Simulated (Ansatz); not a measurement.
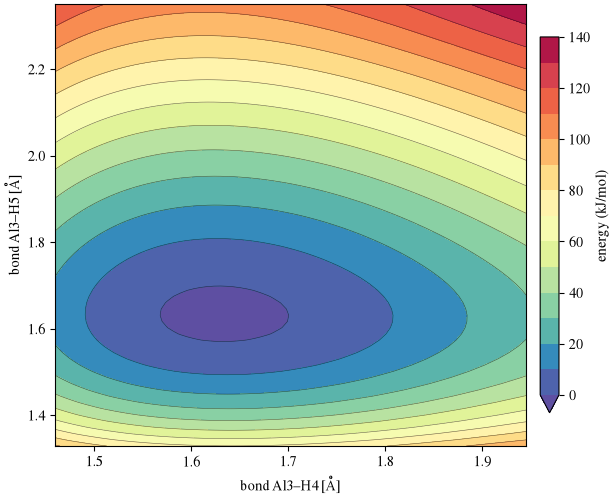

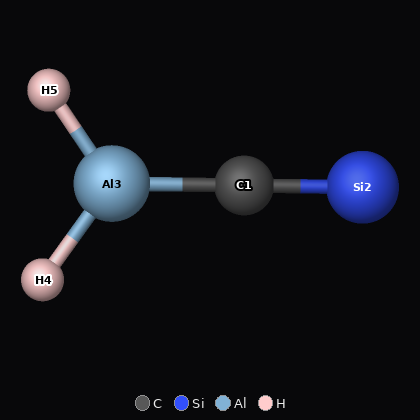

Energy landscape of CH₂AlSi, charge −1. Two internal coordinates are moved rigidly from the geometry relaxed at PBE0-D4/def2-TZVP, all others fixed. The first coordinate is: bond Al3–H4; the second: bond Al3–H5. Grid: 7 × 7 points. Energies: kJ/mol, counted from the lowest grid point. These are results of Ansatz, RKS PBE-D4/def2-TZVPPD, not measurements.

Drawn: filled contours. Between grid points the surface is interpolated. The second picture is the structure at the lowest point.

Q: Describe this landscape.

A: The lowest grid point is at bond Al3–H4 = 1.657 Å, bond Al3–H5 = 1.574 Å. The bottom of the well lies between grid points, at about bond Al3–H4 = 1.631 Å, bond Al3–H5 = 1.630 Å, about 2.2 kJ/mol lower on the interpolated surface. No other kind of well shows on this grid. The highest grid point, bond Al3–H4 = 1.945 Å, bond Al3–H5 = 2.351 Å, lies 139 kJ/mol above the lowest. Round the minimum the contours are nearly round: the two directions are equally stiff and uncoupled.

The input of one point:

```yaml
crystal:
  periodic: [false, false, false]
  atoms:
    - {symbol: C, position_ang: [0.324126, -0.870448, 0.680749]}
    - {symbol: Si, position_ang: [0.791581, -2.124798, 1.660609]}
    - {symbol: Al, position_ang: [-0.197470, 0.530036, -0.414234]}
    - {symbol: H, position_ang: [-1.482274, 0.490646, -1.459881]}
    - {symbol: H, position_ang: [0.514919, 1.931674, -0.487628]}
basis:
  gaussian: {orbitals: "def2-TZVPPD.json"}
total_charge: -1
hamiltonian: {xc: pbe, dispersion: d4}
```
